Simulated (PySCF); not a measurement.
# One shape, several levels: doublet PH+

We compute a comparison of 6 runs (U-r2SCAN/cc-pVTZ, U-revPBE/cc-pVTZ, U-wB97X/cc-pVTZ, UB2PLYP/cc-pVTZ, UBHLYP/cc-pVTZ, UCCSD(T)/cc-pVTZ) of doublet PH+. 

The results are computed with PySCF 2.14.0.

4 further runs of the same task are left out: 4 set aside as unsound or not needed.

## Step 1: The structure to begin with

PH+: 2 atoms, total charge +1, spin state doublet. SMILES of the parent species: `[PH]`. The shape is that of a PBE0-D4/def2-TZVP optimisation. That shape belongs to the parent species and isn't relaxed for this state.

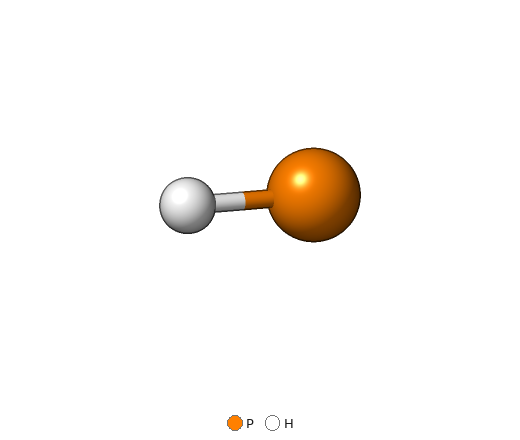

Viewed from a chosen angle; phosphorus orange, hydrogen white.

## Step 2: A single-point energy at U-r2SCAN/cc-pVTZ (run 1)

Contents of run.py:

```python
from pyscf import gto, dft

molecule = gto.M(
    atom='''
P        0.000000       0.000000      -0.014610
H        0.000000       0.000000       1.413680
''',
    max_memory=1860,
    charge=1,
    verbose=3,
    basis='cc-pvtz',
    spin=1,
)

mf = dft.UKS(molecule, xc='r2scan')
mf.grids.level = 5
mf.conv_tol = 1e-10
mf.kernel()
if not mf.converged:
    mf = mf.newton().run(mf.mo_coeff, mf.mo_occ)

e_final = mf.e_tot
print('E = %.10f Eh' % e_final)
```

On the command line:

```bash
$ OMP_NUM_THREADS=1 python run.py
```

The program printed:

```text
WARN: HOMO -0.205120266973763 >= LUMO -0.205120266973762

converged SCF energy = -341.479173598323  <S^2> = 0.75882655  2S+1 = 2.0088072
E = -341.4791735983 Eh
```

It took 6.3 s on 1 thread of Arm Neoverse V2, shared host; peak memory 0.28 GiB.

## Step 3: The energy at U-revPBE/cc-pVTZ (run 2)

Contents of run.py:

```python
from pyscf import gto, dft

mol = gto.M(
    atom=[
    ('P', (-0.000000, -0.000000, -0.014610)),
    ('H', (0.000000, 0.000000, 1.413680)),
],
    spin=1,
    charge=1,
    basis='cc-pvtz',
    max_memory=1860,
    verbose=4,
)

calc0 = dft.UKS(mol)
calc0.xc = 'revpbe'
calc0.grids.level = 5
calc0.conv_tol = 1e-10
calc0.kernel()
if not calc0.converged:
    calc0 = calc0.newton().run(calc0.mo_coeff, calc0.mo_occ)

etot = calc0.e_tot
print('Final energy', etot)
```

On the command line:

```bash
$ OMP_NUM_THREADS=1 python run.py
```

The program printed:

```text
PySCF version 2.14.0

[INPUT] num. atoms = 2
[INPUT] num. electrons = 15
[INPUT] charge = 1
[INPUT] spin (= nelec alpha-beta = 2S) = 1
[INPUT] symmetry False subgroup None
[INPUT] Mole.unit = angstrom
[INPUT] Symbol           X                Y                Z      unit          X                Y                Z       unit  Magmom
[INPUT]  1 P      0.000000000000   0.000000000000  -0.014610000000 AA    0.000000000000   0.000000000000  -0.027608898680 Bohr   0.0
[INPUT]  2 H      0.000000000000   0.000000000000   1.413680000000 AA    0.000000000000   0.000000000000   2.671468027775 Bohr   0.0

nuclear repulsion = 5.55745553340008
number of shells = 15
number of NR pGTOs = 75
number of NR cGTOs = 48
basis = cc-pvtz
ecp = {}

[... 34 lines left out ...]
[... the frontier-level lines of each cycle are left out ...]
[... 40 lines left out ...]
converged SCF energy = -341.451072717353  <S^2> = 0.75505649  2S+1 = 2.0050501
Final energy -341.4510727173534
```

Wall time 2.7 s (1 thread of Arm Neoverse V2, shared host); peak memory 0.26 GiB.

## Step 4: A single-point energy at U-wB97X/cc-pVTZ (run 3)

Contents of calc.py:

```python
from pyscf import gto, dft

molecule = gto.M(
    atom='''
P    0.000000   0.000000  -0.014610
H    0.000000   0.000000   1.413680
''',
    verbose=3,
    max_memory=1860,
    basis='cc-pvtz',
    charge=1,
    spin=1,
)

mf = dft.UKS(molecule)
mf.xc = 'wb97x'
mf.conv_tol = 1e-10
mf.grids.level = 5
mf.kernel()
if not mf.converged:
    mf = mf.newton().run(mf.mo_coeff, mf.mo_occ)

energy = mf.e_tot
print('Final energy', energy)
```

On the command line:

```bash
$ OMP_NUM_THREADS=1 python calc.py
```

The program printed:

```text
WARN: HOMO -0.203408746515416 >= LUMO -0.203408746515413

converged SCF energy = -341.506948312347  <S^2> = 0.75459174  2S+1 = 2.0045865
Final energy -341.50694831234745
```

Run time: 3.9 s. Hardware: 1 thread of Arm Neoverse V2, shared host; peak memory 0.26 GiB.

Runs 4 to 5 aren't shown in full; the table further down has their settings and results.

## Step 5: A single-point energy at UCCSD(T)/cc-pVTZ (run 6)

Contents of input.py:

```python
from pyscf import gto, scf, cc

mol = gto.M(
    atom='''
P    0.000000   0.000000  -0.014610
H    0.000000   0.000000   1.413680
''',
    basis='cc-pvtz',
    charge=1,
    verbose=4,
    max_memory=1860,
    spin=1,
)

mf = scf.UHF(mol)
mf.conv_tol = 1e-10
mf.kernel()
if not mf.converged:
    mf = mf.newton().run(mf.mo_coeff, mf.mo_occ)

mycc = cc.CCSD(mf, frozen=5)
mycc.kernel()
e_t = mycc.ccsd_t()
etot = mycc.e_tot + e_t
print(f'total energy: {etot:.8f} hartree')
```

On the command line:

```bash
$ OMP_NUM_THREADS=1 python input.py
```

The program printed:

```text
PySCF version 2.14.0

[INPUT] num. atoms = 2
[INPUT] num. electrons = 15
[INPUT] charge = 1
[INPUT] spin (= nelec alpha-beta = 2S) = 1
[INPUT] symmetry False subgroup None
[INPUT] Mole.unit = angstrom
[INPUT] Symbol           X                Y                Z      unit          X                Y                Z       unit  Magmom
[INPUT]  1 P      0.000000000000   0.000000000000  -0.014610000000 AA    0.000000000000   0.000000000000  -0.027608898680 Bohr   0.0
[INPUT]  2 H      0.000000000000   0.000000000000   1.413680000000 AA    0.000000000000   0.000000000000   2.671468027775 Bohr   0.0

nuclear repulsion = 5.55745553340008
number of shells = 15
number of NR pGTOs = 75
number of NR cGTOs = 48
basis = cc-pvtz
ecp = {}

[... 18 lines left out ...]
[... the frontier-level lines of each cycle are left out ...]
[... 48 lines left out ...]
converged SCF energy = -340.942717669202  <S^2> = 0.7666267  2S+1 = 2.0165582
[... 12 lines left out ...]
Init t2, MP2 energy = -0.0894085225083352
[... 12 lines left out ...]
UCCSD converged
[... 2 lines left out ...]
total energy: -341.06119049 hartree
```

Run time: 2 s. Hardware: 1 thread of Arm Neoverse V2, shared host; peak memory 0.28 GiB.

## Step 6: Overview of the runs

| run | level | frozen core orbitals | integration grid | energy (Eh) | HOMO energy (eV) | LUMO energy (eV) | ⟨S²⟩ | wall time |
| --- | --- | --- | --- | --- | --- | --- | --- | --- |
| 1 | U-r2SCAN/cc-pVTZ | – | 5 | -341.479174 | -15.05 | -14.04 | 0.759 | 6.3 s |
| 2 | U-revPBE/cc-pVTZ | – | 5 | -341.451073 | -14.63 | -14.23 | 0.755 | 2.7 s |
| 3 | U-wB97X/cc-pVTZ | – | 5 | -341.506948 | -18.27 | -10.56 | 0.755 | 3.9 s |
| 4 | UB2PLYP/cc-pVTZ | 5 | 5 | -341.394993 | -17.06 | -11.45 | 0.758 | 3.3 s |
| 5 | UBHLYP/cc-pVTZ | – | 5 | -341.522776 | -17.03 | -11.77 | 0.757 | 3 s |
| 6 | UCCSD(T)/cc-pVTZ | 5 | – | -341.061190 | -19.27 | -8.90 | 0.767 | 2 s |

## Step 7: Summary of results

| quantity | value |
| --- | --- |
| run 6: total energy | -341.06119 Eh |
| run 6: HOMO energy (Hartree–Fock orbitals) (highest over α and β) | -19.27 eV |
| run 6: LUMO energy (Hartree–Fock orbitals) (lowest over α and β) | -8.90 eV |
| run 6: correlation energy (5 core orbitals frozen) | -118.5 mEh |
| run 6: (T) correction | -3.11 mEh |
| run 6: ⟨S²⟩ of the reference determinant | 0.767 |
| run 6: T1 diagnostic | 0.016 |

In words: Totals of different functionals can't be ranked against each other. All runs together took 21 s, the longest 6.3 s.
